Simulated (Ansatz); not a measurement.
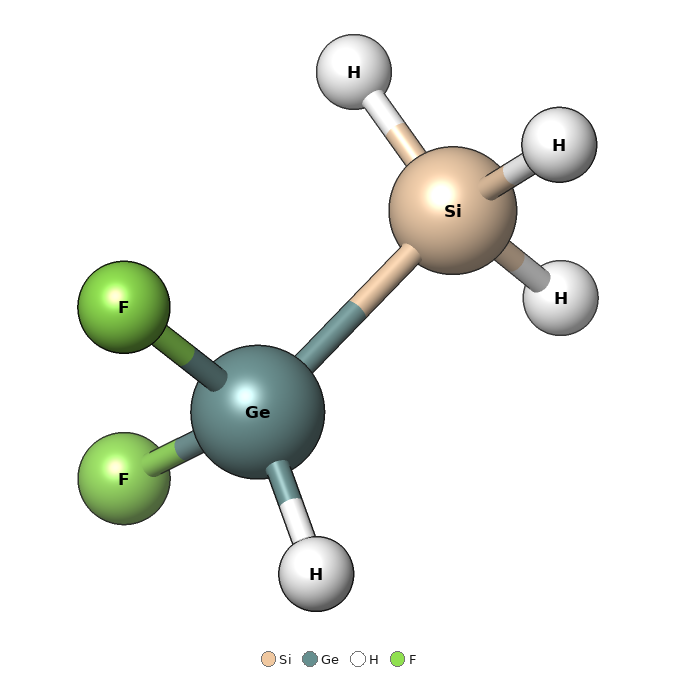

A ball-and-stick model of a molecule.

The geometry was computed by an optimisation with PBE0-D4/def2-TZVP.

What is the molecular formula?

Answer. F₂GeH₄Si, 8 atoms: 2 fluorine, 1 germanium, 4 hydrogen and 1 silicon.

How many bonds of each kind are drawn?

Answer. 3 Si–H, 2 F–Ge, 1 Ge–Si, 1 Ge–H. Sticks follow a distance rule.

What is the point group of this geometry?

Answer. Cs.

How many atoms are distinct by symmetry?

Answer. 6: 1 Si, 1 Ge, 1 H, 2 F, 1 H, 2 H.

The parts below concern this one geometry. Atoms keep their numbers from picture to picture.

**Electronic properties**

Method: RKS PBE0-D4/def2-TZVP (Ansatz 0.2.0).

Predict the main results.

- dipole moment: 3.12 D
- harmonic zero-point energy: 98.4 kJ/mol
- dispersion correction: −12.2 kJ/mol

**Vibrations**

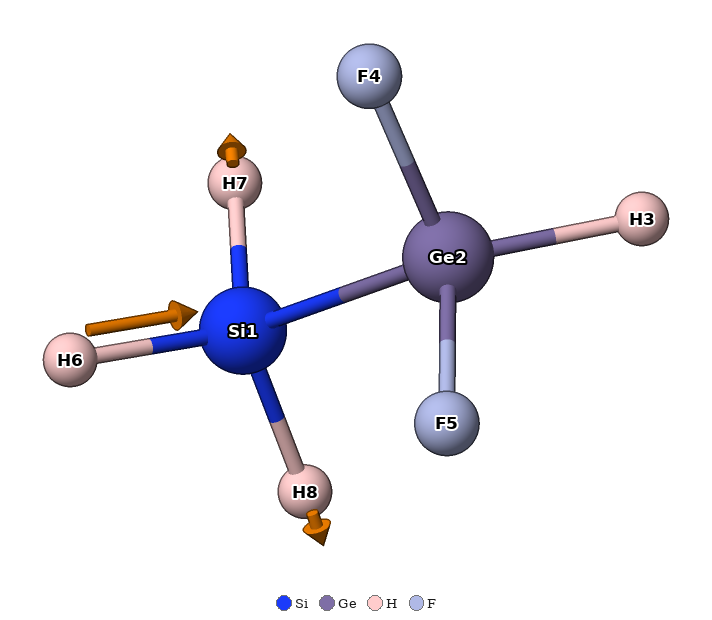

The arrows show one normal mode. Harmonic vibrations computed with RKS PBE0-D4/def2-TZVP (Ansatz 0.2.0) at a stationary point of the same level.

What kind of motion is it?

Answer. Mostly Si–H stretching.

At what wavenumber does it lie?

Answer. 2262 cm⁻¹; it is mode 18 of 18 counted from the lowest.

**Thermal motion**

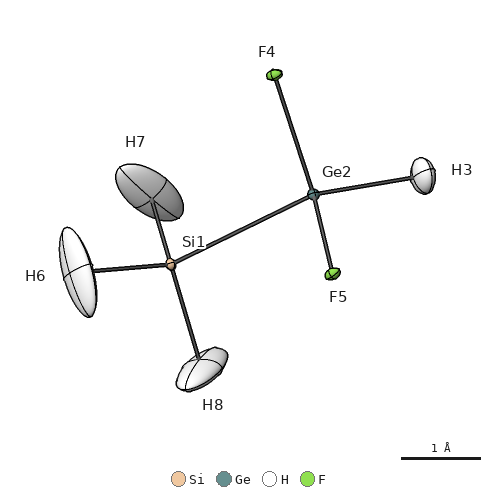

Displacement ellipsoids at the 50 % level, from the internal vibrations of the free molecule (harmonic, no overall translation or rotation; no half-axis is drawn under 0.075 Å). Vibrations computed with RKS PBE0-D4/def2-TZVP (Ansatz 0.2.0). Temperature: 100 K.

Which atom moves most?

Answer. H6, with U_eq = 0.0645 Å².

Does H6 move more along its bond or across it?

Answer. Across it: the root-mean-square amplitude is 0.087 Å along the bond and up to 0.391 Å across, since bending and torsion are softer than stretching.

Give the displacement parameters, one line for each set of equivalent atoms.

```
  atom  U_eq (Å²)   rms amplitudes (Å)
   Si1     0.0011  0.020, 0.038, 0.039
   Ge2    0.00043  0.016, 0.022, 0.024
    H3     0.0193  0.090, 0.152, 0.163
F4, F5     0.0028  0.033, 0.046, 0.073
    H6     0.0645  0.087, 0.183, 0.391
H7, H8     0.0638  0.092, 0.180, 0.388
```
